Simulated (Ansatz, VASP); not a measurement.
## Cross-check of NaCdCuS2 between VASP and Ansatz

Wanted: the spread between two codes on one cell, functional and k mesh. The cell is invented: As first built, before any earlier steps moved the atoms (in the runner's words): it takes the NaLiCdS2 structure with some of its atoms replaced by other elements, volume scaled by an estimate. It may not be a known or stable phase. The cell is taken from a series of VASP runs on this material, whose earlier steps may have relaxed, scaled or displaced it; both programs get it as it stands. Valence electrons are named where the data sets of a main pair hold unlike numbers.

Calculated with Ansatz 0.2.0; plane waves, with VASP 6.6.1 beside it; relaxation of cell and atoms at BLYP with D3(BJ) and band structure at HSE06.

## Step 1: The starting structure

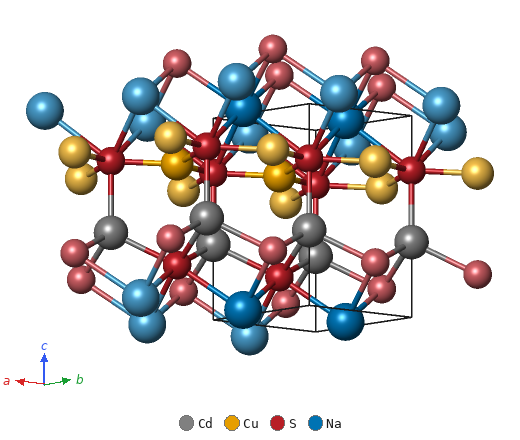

Start, viewed from a free direction; cadmium grey, copper orange, sulfur red, sodium blue. 2×1×1 cells are drawn. Some periodic images of atoms are drawn too.

## Step 2: Ansatz: relaxation of cell and atoms, BLYP with D3(BJ)

Ansatz runs on its default PAW (the set named soft_2) files.

The relaxed volume is the usual yardstick between codes: in a stiff, nearly cubic crystal its relative difference is about their pressure difference at one cell divided by the bulk modulus.

File input.yaml:

```yaml
crystal:
  lattice:
    - [3.9477198238, 0.0, 0.0]
    - [-1.9738599119, 3.4188250788, 0.0]
    - [0.0, 0.0, 7.1382958926]
  atoms:
    - { symbol: Cd, position: [0.0, 0.0, 0.373025498] }
    - { symbol: Cu, position: [0.66666667, 0.33333333, 0.7091475561] }
    - { symbol: S, position: [0.66666667, 0.33333333, 0.2081446564] }
    - { symbol: S, position: [0.0, 0.0, 0.7278188501] }
    - { symbol: Na, position: [0.33333333, 0.66666667, 0.9818644393] }
hamiltonian:
  xc: blyp
  pseudopotentials: { kind: paw }
  dispersion: d3bj
kpoints:
  mp_grid: { grid: [6, 6, 3] }
scf:
  occupations: { method: gaussian, width: 0.05 }
relax:
  f_tol: 0.01
  max_steps: 60
  cell: { stress_tol: 0.05 }
output:
  forces: true
  stress: true
```

Command:

```bash
$ ansatz run input.yaml --threads 4 --pin off --max-ram 9216MiB --backend cpu --events-out ev --progress --plain --runs-dir out
```

Numbers of over 12 decimals in the logs are rounded to 6 here.

Output:

```text
Engine: ansatz 0.2.0, aarch64-unknown-linux-gnu
Pseudopotentials: kind: paw
Pseudopotential: Cd, paw, valence charge 20, recommended cutoff 420 eV (normal), Cd.paw.azcp
Pseudopotential: Cu, paw, valence charge 19, recommended cutoff 420 eV (normal), Cu.paw.azcp
Pseudopotential: S, paw, valence charge 6, recommended cutoff 420 eV (normal), S.paw.azcp
Pseudopotential: Na, paw, valence charge 9, recommended cutoff 420 eV (normal), Na.paw.azcp
Functional definition: BLYP
  parameter beta = 0.0042
  parameter a = 0.04918
  parameter b = 0.132
  parameter c = 0.2533
  parameter d = 0.349
  exchange = b88_x(beta = beta)
  correlation = lyp_c(a = a, b = b, c = c, d = d)
Crystal: 5 atoms, lattice volume = 96.342 Å³
Basis set: ecut = 420 eV, 1907 PW (Γ), exchange–correlation on 54×54×96 points (8 copies of the dense FFT grid, shifted against one another)
Bands: 36, of which v1, the nominal top of the filled ones, is band 30 counted from 1 (29 counted from 0)
Symmetry: 6 space group operations
Space group: P3m1 (ITA 156), of the structure as read, at distance tolerance 4.6e-5 Å
k-points: 17 of 108 (time reversal used)
Non-local potential: Cd, projectors of the file, l = 0: 3, l = 1: 2, l = 2: 2, l = 3: 1
Non-local potential: Cu, projectors of the file, l = 0: 3, l = 1: 2, l = 2: 3, l = 3: 1
Non-local potential: S, projectors of the file, l = 0: 2, l = 1: 2, l = 2: 2
Non-local potential: Na, projectors of the file, l = 0: 3, l = 1: 2, l = 2: 1
PAW form: soft (Blöchl's): semilocal exchange-correlation on the pseudo side does not see the compensation charge
PAW frozen core: Cd, regenerated for the run's functional, and the local potential with it (the file was generated under x = pbe(κ = 0.804, μ = 0.219515), c = pbe(β = 0.066725))
PAW frozen core: Cu, regenerated for the run's functional, and the local potential with it (the file was generated under x = pbe(κ = 0.804, μ = 0.219515), c = pbe(β = 0.066725))
PAW frozen core: S, regenerated for the run's functional, and the local potential with it (the file was generated under x = pbe(κ = 0.804, μ = 0.219515), c = pbe(β = 0.066725))
PAW frozen core: Na, regenerated for the run's functional, and the local potential with it (the file was generated under x = pbe(κ = 0.804, μ = 0.219515), c = pbe(β = 0.066725))
PAW one-centre angular grid: Cd, 590 points (default); XC on 64 Gauss nodes
PAW one-centre angular grid: Cu, 590 points (default); XC on 64 Gauss nodes
PAW one-centre angular grid: S, 110 points (default); XC on 64 Gauss nodes
PAW one-centre angular grid: Na, 110 points (default); XC on 96 Gauss nodes
Initial density: superposition of atomic densities (neutral atoms: chi_scale 0, normalization atom), corrected by the library's trained network
Initial wavefunctions: pseudopotential atomic-orbital guess
Functional: x = b88, c = lyp
SCF iter   1: F=—  HF=-18214.095671 eV  |F-HF|=—  |Δ(HF+E_count)|=         —  Δρ=8.07e-3  dr2=9.42e-2  ethr=1.77e-3  ⟨swp⟩=6.4  Hψ=2406  notcnv=0
preconditioner: auto → Resta (q_TF=auto, 2.521 Å⁻¹)  ε∞=4.7  [insulator: Δε(μ)=0.441 eV  Ē_g=12.700 eV  σ=0.050 eV  W_gap=1.00  n_scr=22 (ndim 8)  ℏωp=24.5 eV  f_vac=0.046  D(μ)=0.00/eV (n_scr^D=0)  ε∞_Penn≈4.7]
SCF iter   2: F=—  HF=-18214.075130 eV  |F-HF|=—  |Δ(HF+E_count)|=   2.05e-2  Δρ=4.65e-3  dr2=1.65e-2  ethr=1.57e-4  ⟨swp⟩=2.0  Hψ=984  notcnv=0  defer=28
SCF iter   3: F=—  HF=-18214.073785 eV  |F-HF|=—  |Δ(HF+E_count)|=   1.35e-3  Δρ=4.54e-3  dr2=1.76e-2  ethr=2.74e-5  ⟨swp⟩=2.1  Hψ=1170  notcnv=0  defer=28
SCF iter   4: F=—  HF=-18214.069968 eV  |F-HF|=—  |Δ(HF+E_count)|=   3.82e-3  Δρ=9.35e-4  dr2=1.18e-3  ethr=2.74e-5  ⟨swp⟩=2.1  Hψ=812  notcnv=0  defer=28
SCF iter   5: F=—  HF=-18214.069825 eV  |F-HF|=—  |Δ(HF+E_count)|=   1.43e-4  Δρ=4.87e-4  dr2=1.64e-4  ethr=1.97e-6  ⟨swp⟩=2.0  Hψ=933  notcnv=0  defer=28
SCF iter   6: F=—  HF=-18214.069825 eV  |F-HF|=—  |Δ(HF+E_count)|=   5.39e-7  Δρ=1.07e-4  dr2=9.58e-6  ethr=2.73e-7  ⟨swp⟩=2.0  Hψ=848  notcnv=0  defer=28
SCF iter   7: F=—  HF=-18214.069792 eV  |F-HF|=—  |Δ(HF+E_count)|=   3.33e-5  Δρ=7.44e-5  dr2=3.56e-6  ethr=1.60e-8  ⟨swp⟩=2.0  Hψ=1060  notcnv=0  defer=28
SCF iter   8: F=—  HF=-18214.069792 eV  |F-HF|=—  |Δ(HF+E_count)|=   5.08e-7  Δρ=1.73e-5  dr2=3.00e-7  ethr=5.93e-9  ⟨swp⟩=2.0  Hψ=770  notcnv=0  defer=28
SCF iter   9: F=-18214.069792 eV  HF=-18214.069792 eV  |F-HF|=1.87e-8  |Δ(HF+E_count)|=   1.05e-8  Δρ=9.08e-6  dr2=6.29e-8  ethr=1.67e-10  ⟨swp⟩=4.0  Hψ=2047  notcnv=0
SCF 1 converged in 9 iterations: F = -18214.069792 eV  dr2 = 6.29e-8
  greatest PAW one-centre occupation: 1.000 electrons in one spin orbital (limit 2), on the Cd atom at site 0 (counted from 0), in its partial waves of l = 0
relax step   1: F+E_penalty+E_count = -18214.06979209 eV  Δ(F+E_penalty+E_count) = +0.000e0 eV  max|allowed force component| = 2.978e-2 eV/Å  Δτ_max = 0.0000 Å  P = +0.013 GPa  Ω = 96.342 Å³  (9 SCF iters, dr2 threshold 1.00e-7 eV, accepted)
[...]
relax step   2: F+E_penalty+E_count = -18214.07002550 eV  Δ(F+E_penalty+E_count) = -2.334e-4 eV  max|allowed force component| = 1.227e-2 eV/Å  Δτ_max = 0.0063 Å  P = -0.013 GPa  Ω = 96.524 Å³  energy of the carried Pulay correction = -3.434e-5 eV  (6 SCF iters, dr2 threshold 5.54e-8 eV, accepted)
[...]
relax step   3: F+E_penalty+E_count = -18214.07006176 eV  Δ(F+E_penalty+E_count) = -3.626e-5 eV  max|allowed force component| = 4.635e-3 eV/Å  Δτ_max = 0.0018 Å  P = -0.010 GPa  Ω = 96.537 Å³  energy of the carried Pulay correction = -3.679e-5 eV  (5 SCF iters, dr2 threshold 9.41e-9 eV, accepted)
[...]
relax step   4: F+E_penalty+E_count = -18214.07007739 eV  Δ(F+E_penalty+E_count) = -1.563e-5 eV  max|allowed force component| = 4.646e-3 eV/Å  Δτ_max = 0.0000 Å  P = -0.009 GPa  Ω = 96.537 Å³  stress off target by 1.79e-2 GPa  SCF on the basis re-selected at this cell (its energy is not comparable with the rows above)  (6 SCF iters)
basis re-selected at this cell: Δ(F+E_penalty+E_count) = -1.563e-5 eV, ΔP = +0.000 GPa vs the last step (what re-selecting the basis moved, of the pressure what is left beyond the Pulay correction that the steps carried, after the strain that the cell walked since its last selection, with what the two solves' SCF thresholds leave and, on support functions, any second-order correction that the steps lacked; it is no m [...]
SCF converged after 6 iterations
Free energy (F): -18214.070077 eV
Harris-Foulkes:  -18214.070077 eV  (|F-HF|=1.13e-10)
Internal energy: -18214.070075 eV  (E = F + TS)
E sigma→0 (E₀):  -18214.070076 eV
Entropy (-TS):   -0.000003 eV (-0.001 meV/atom)
Fermi energy:    9.427240 eV
--- Per-component energies (eV) ---
  E_band       = -1136.514185
  E_kinetic    = 1146.550765
  E_local      = -10866.367570  (includes V_loc(G=0)·N_el)
  E_nonlocal   = 595.319205
  E_hartree    = 4796.691315
  E_xc         = -495.652097
  E_vxc        = -554.461385  (∫ρ·V_xc dr)
  E_paw        = -7260.672860  (= ΣΔE_a)
  E_vpaw       = -1050.938459  (= ΣTr[D̂ρ^β])
  E_aug_tail   = 0.000237  (compensation charges beyond the density's cutoff)
  E_ewald      = -6126.251903
  E_disp       = -3.806195  (pairwise vdW)
  E_core_change = 0.119029  (= ΣΔE_core)
  E_smearing   = -0.000003  (= −TS)
  E_closure    = 0.000000  (closes the sum)
  Σ components = -18214.070077   (vs F -18214.070077, Δ=0.00e0)
--- Forces (eV/Å), atoms counted from 1 ---
  atom   1  Cd    -0.00000000     0.00000000    -0.00305230
  atom   2  Cu     0.00000000     0.00000000     0.00464330
  atom   3  S      0.00000000    -0.00000000    -0.00073743
  atom   4  S     -0.00000000     0.00000000    -0.00215052
  atom   5  Na     0.00000000     0.00000000     0.00128375
  max |Σ_I F_I| component: 1.32e-5 eV/Å
--- Stress (GPa, compression-positive) ---
       -0.017932       0.000000       0.000000
        0.000000      -0.017932      -0.000000
        0.000000      -0.000000       0.007665
  P = ⅓ Tr σ = -0.0094 GPa (-0.094 kbar)
--- Relaxed structure (3 steps of the walk, 3 accepted, 1 SCFs on fresh bases) ---
  F+E_penalty+E_count = -18214.07007739 eV   max|allowed force component| = 4.646e-3 eV/Å   (the final SCF, on the basis selected at the relaxed cell)
  cell:  # Å, volume = 96.5371 Å³
    - [3.945565, 0, 1.3004190927201435e-18]
    - [-1.972783, 3.416960, -6.502095463600714e-19]
    - [2.3514275237412498e-18, 0.0, 7.160534]
  atoms:
    - { symbol: Cd, position: [1.7879467252577753e-17, -3.7007434119706026e-17, 0.373525] }
    - { symbol: Cu, position: [0.666667, 0.333333, 0.709033] }
    - { symbol: S, position: [0.666667, 0.333333, 0.208922] }
    - { symbol: S, position: [1.7574426233459783e-17, -3.7007434119706026e-17, 0.727003] }
    - { symbol: Na, position: [0.333333, 0.666667, 0.981518] }
```

The job ended after 5.6 s (4 threads of Arm Neoverse V1, shared host; peak memory 0.42 GiB; 20 s of CPU time).

(Part 1 of 3 ends here.)

[Lines on the potential files, build, host, timing and source positions are cut from VASP's logs without a mark.]

[Logs are printed without paths, hosts, clocks, repeated set-up lines and the standing remarks that a program may print on its own settings, such as how far it seeks lower states.]

[Hosts, paths, dates, database ids (printed as entryN), source tags and the programs' standing remarks are cut or masked in the printed files.]
